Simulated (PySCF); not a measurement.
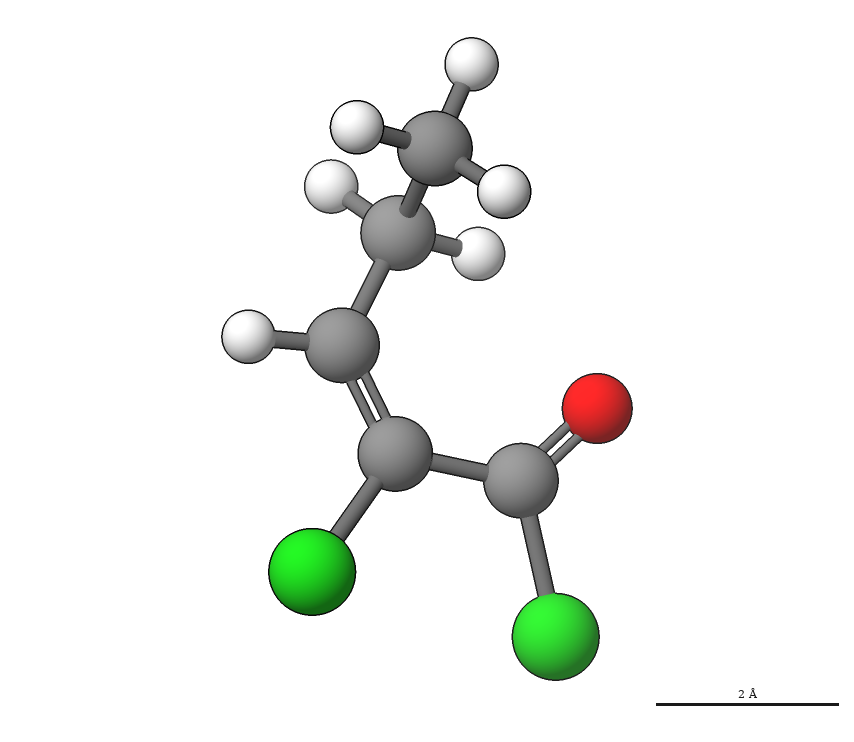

A ball-and-stick model of a molecule. Double and triple bonds are drawn as two and three sticks. Colours: carbon grey, chlorine green, oxygen red, hydrogen white.

The geometry was computed by an optimisation with GFN2-xTB. No frequency run is at hand to confirm it as a minimum.

What does the picture show?

The molecule is C5H6Cl2O. As SMILES it reads `CC/C=C(/Cl)C(=O)Cl`. It has no ring. Among its groups: alkene, C–Cl bond. The point group is C1. Coordination: 2 C tetrahedral; 3 C trigonal planar.

The parts below concern this one geometry. Atoms keep their numbers from picture to picture.

Shape

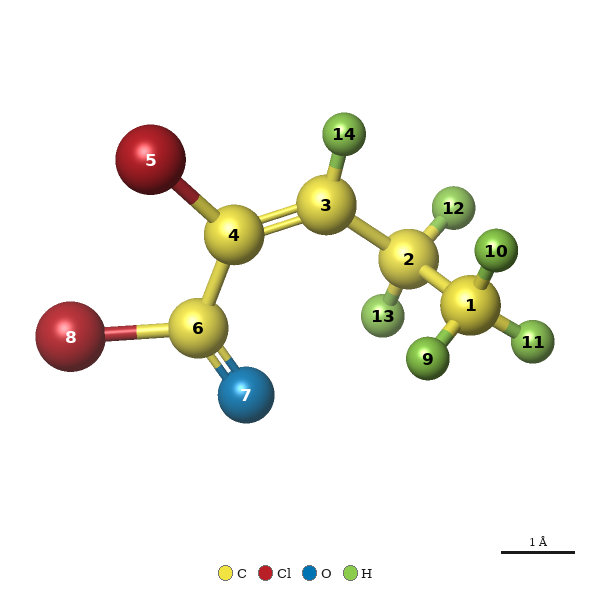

Atoms carry their numbers in the input. No frequency run is at hand to confirm it as a minimum.

List the bonds and their lengths.

```
  bond  length (Å)   order
 C1–C2       1.534  single
 C1–H9       1.086  single
C1–H10       1.087  single
C1–H11       1.086  single
 C2–C3       1.487  single
C2–H12       1.092  single
C2–H13       1.088  single
 C3–C4       1.341  double
C3–H14       1.083  single
C4–Cl5       1.731  single
 C4–C6       1.466  single
 C6–O7       1.192  double
C6–Cl8       1.761  single
```

Dipole moment

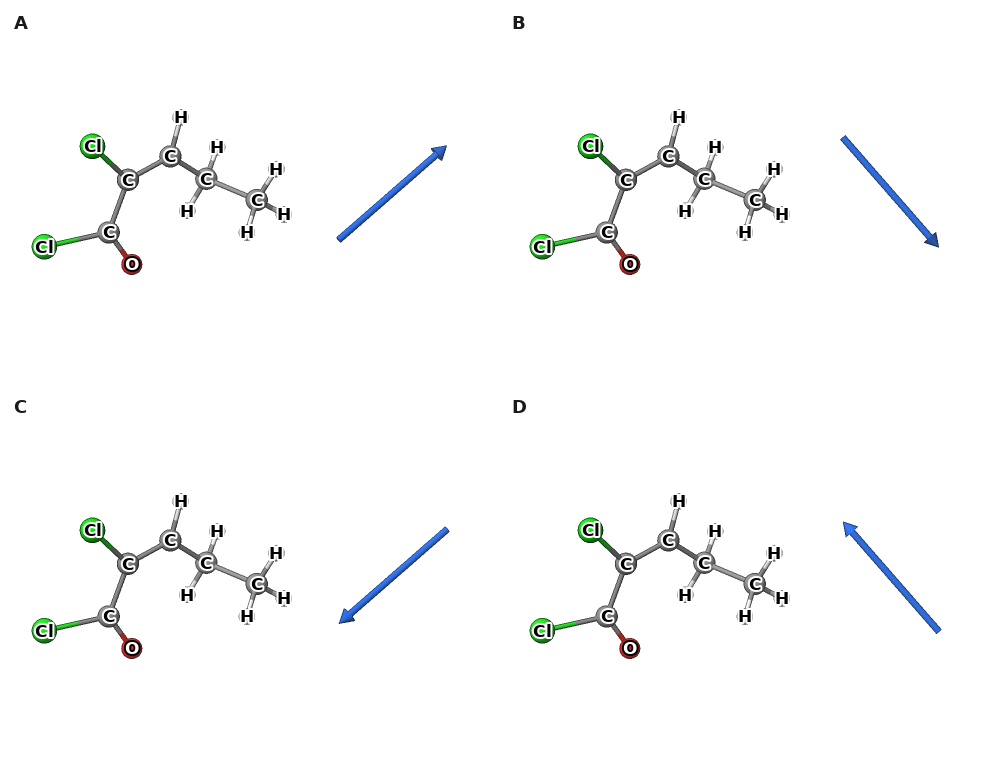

The same molecule four times, each with an arrow. No frequency run is at hand to confirm it as a minimum. Properties computed with PBE0/def2-SVPD, gas phase (PySCF 2.14.0).

Question: Which arrow points along the dipole moment, from the negative to the positive end?

Answer: A. The dipole moment is 3.18 D.

Excitation

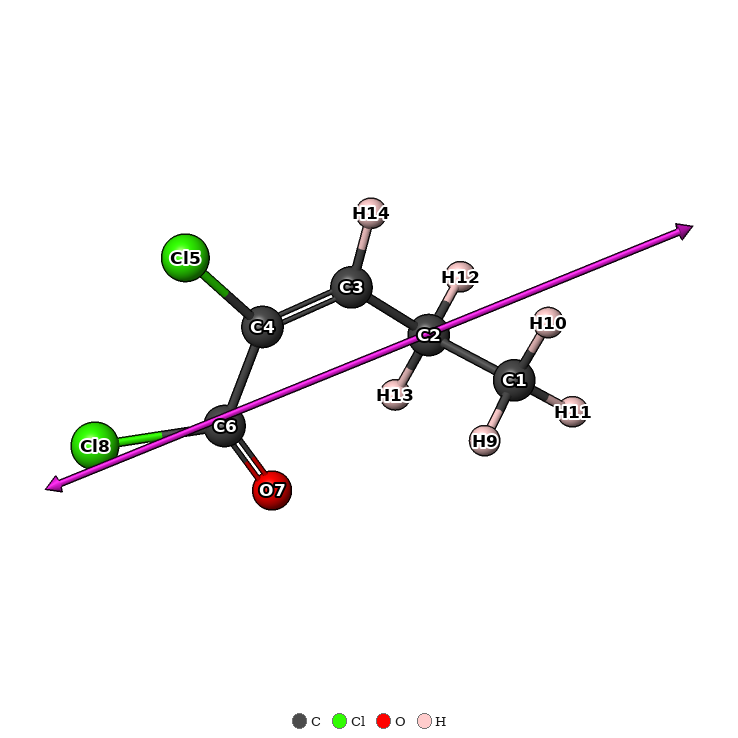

The double arrow shows the direction of the transition dipole to excited singlet state 2 (its length means nothing). No frequency run is at hand to confirm it as a minimum. Level of theory: TDDFT PBE0/def2-SVPD, vertical, gas phase, core orbitals frozen in the response (PySCF 2.14.0).

Question: How is the transition polarised?

Answer: Nearly parallel to the C3–C4 bond.

Question: Where does the transition lie, and how strong is it?

Answer: 4.73 eV (262 nm), oscillator strength 0.17, mainly HOMO → LUMO (weight 0.93); transition dipole 3.11 D.

Polarisability

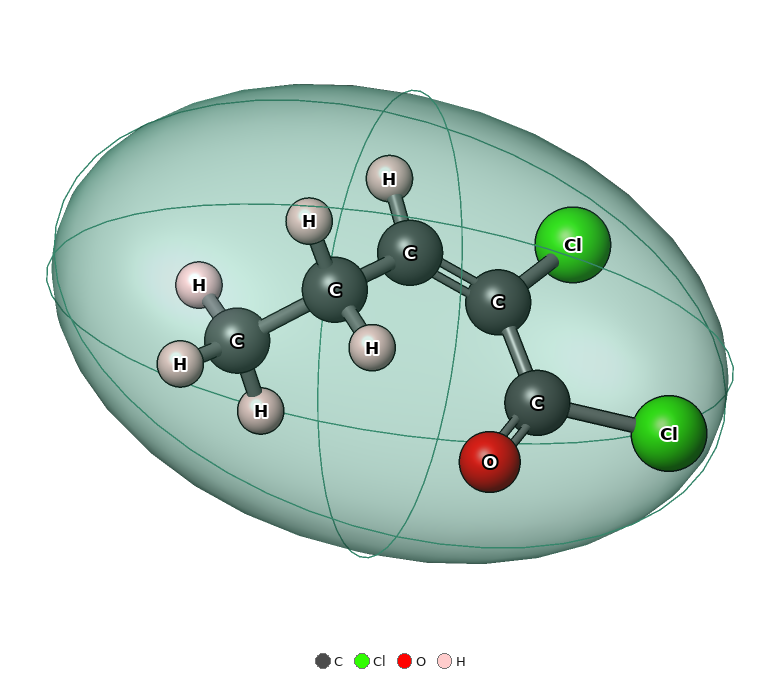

The ellipsoid shows the static dipole polarisability: its half-axes are proportional to the principal values. No frequency run is at hand to confirm it as a minimum. Computed with PBE0/def2-SVPD (PySCF 2.14.0).

Question: Give the principal values, the mean and the anisotropy.

Answer: Principal values 65.3, 89.4, 127.4 bohr³; mean 94.0 bohr³ (13.93 Å³); anisotropy 54.2 bohr³, so the longest axis is 1.95 times the shortest.
